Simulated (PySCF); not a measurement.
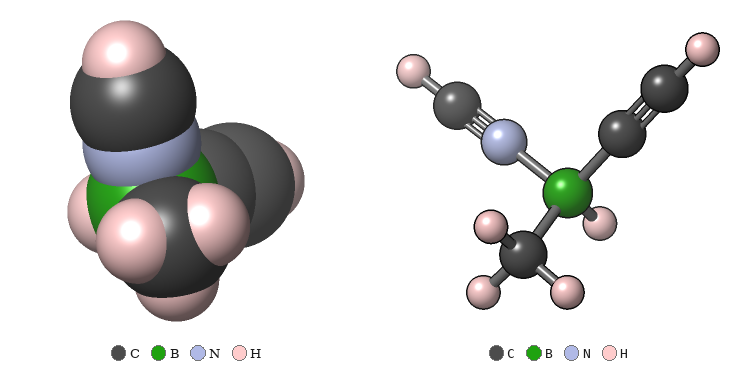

Two views of one molecule.

Question: What is the molecular formula?

Answer: C₄H₆BN, 12 atoms: 4 carbon, 6 hydrogen, 1 boron and 1 nitrogen.

Question: Give a SMILES string for it.

Answer: C#C[B@@H-](C)[N+]#C

Question: Give the symmetry (Schoenflies symbol).

Answer: C1.

More results for the same structure follow; atom numbers are the same in all pictures, views and colours differ. Computed geometry: PBE0-D3(BJ)/def2-SVP optimisation. No frequency run is at hand to confirm it as a minimum.

Geometry

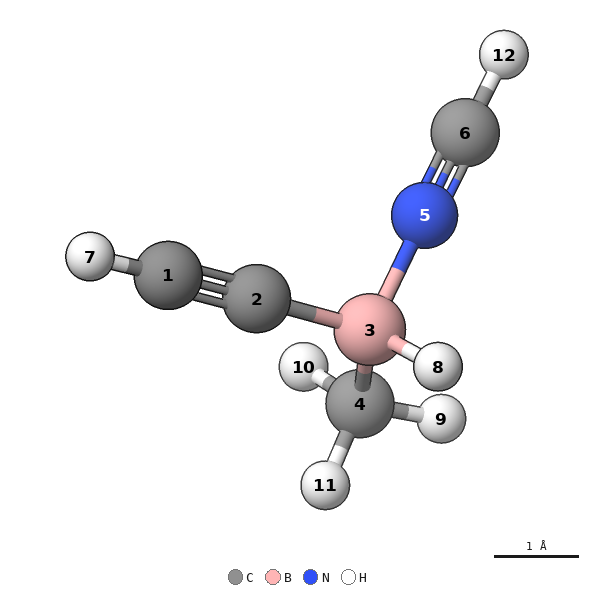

The atoms are numbered. No frequency run is at hand to confirm it as a minimum.

Which atoms are bonded, and how long are the bonds?

| bond | length (Å) | order |
| --- | --- | --- |
| C1–C2 | 1.218 | triple |
| C1–H7 | 1.075 | single |
| C2–B3 | 1.571 | single |
| B3–C4 | 1.618 | single |
| B3–N5 | 1.573 | single |
| B3–H8 | 1.229 | single |
| C4–H9 | 1.102 | single |
| C4–H10 | 1.102 | single |
| C4–H11 | 1.101 | single |
| N5–C6 | 1.146 | triple |
| C6–H12 | 1.080 | single |

Core levels

No frequency run is at hand to confirm it as a minimum. Properties computed with delta-SCF UKS HF, pcX-2 on the ionised atom, pcseg-1 elsewhere, spin-free X2C (PySCF 2.14.0).

Give the core-electron binding energies (to vacuum) of C1 1s, C2 1s, B3 1s, C4 1s, N5 1s, C6 1s.

| atom | level | binding energy (eV) |
| --- | --- | --- |
| C1 | 1s | 288.9 |
| C2 | 1s | 288.7 |
| B3 | 1s | 194.8 |
| C4 | 1s | 288.9 |
| N5 | 1s | 408.1 |
| C6 | 1s | 294.4 |

NMR shielding

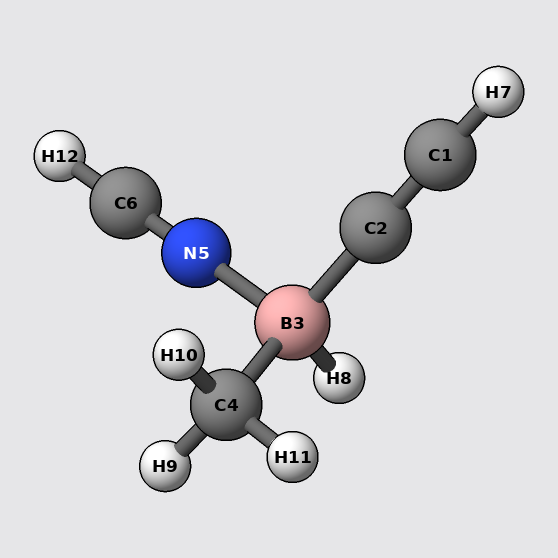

No frequency run is at hand to confirm it as a minimum. Properties computed with GIAO PBE0/IGLO-III NMR shielding, non-relativistic, gas phase (PySCF 2.14.0). Principal shieldings σ11 ≤ σ22 ≤ σ33, span Ω = σ33 − σ11, skew κ = 3(σiso − σ22)/Ω.

Give the shielding tensors of the B atoms.

```tsv
atom	σ11	σ22	σ33	σiso	Ω	κ
B3	106.9	124.9	138.9	123.6	32.0	−0.13
```

Shieldings and span in ppm.

Levels of theory compared

No frequency run is at hand to confirm it as a minimum. Program: PySCF 2.14.0.

At this fixed geometry, give dipole (D), HOMO energy (eV) at these levels: PBE0/6-311+G(2d,p); PBE0/6-31G*; PBE0/IGLO-III; PBE0/aug-cc-pVDZ; PBE0/cc-pVDZ; PBE0/cc-pVTZ; PBE0/def2-SVP; PBE0/def2-TZVP; PBE0/pcSseg-0.

```
             level  dipole (D)  HOMO energy (eV)
PBE0/6-311+G(2d,p)        6.03             −6.83
       PBE0/6-31G*        6.02             −6.43
     PBE0/IGLO-III        6.03             −6.82
  PBE0/aug-cc-pVDZ        6.00             −6.81
      PBE0/cc-pVDZ        5.99             −6.62
      PBE0/cc-pVTZ        6.03             −6.77
     PBE0/def2-SVP        6.03             −6.68
    PBE0/def2-TZVP        6.04             −6.80
     PBE0/pcSseg-0        6.21             −6.80
```

Charges

The questions are on ESP-fitted charges. No frequency run is at hand to confirm it as a minimum. Properties computed with PBE0/cc-pVTZ, gas phase (PySCF 2.14.0).

Question: Which atom carries the highest charge (most positive or least negative)?

Answer: B3 (0.62 e).

Question: And the lowest?

Answer: C4 (−0.61 e).

List the ESP-fitted charges.

```
atom  value (e)
  C1      −0.41
  C2      −0.26
  B3       0.62
  C4      −0.61
  N5      −0.10
  C6       0.03
  H7       0.29
  H8      −0.21
  H9       0.10
 H10       0.12
 H11       0.14
 H12       0.29
```
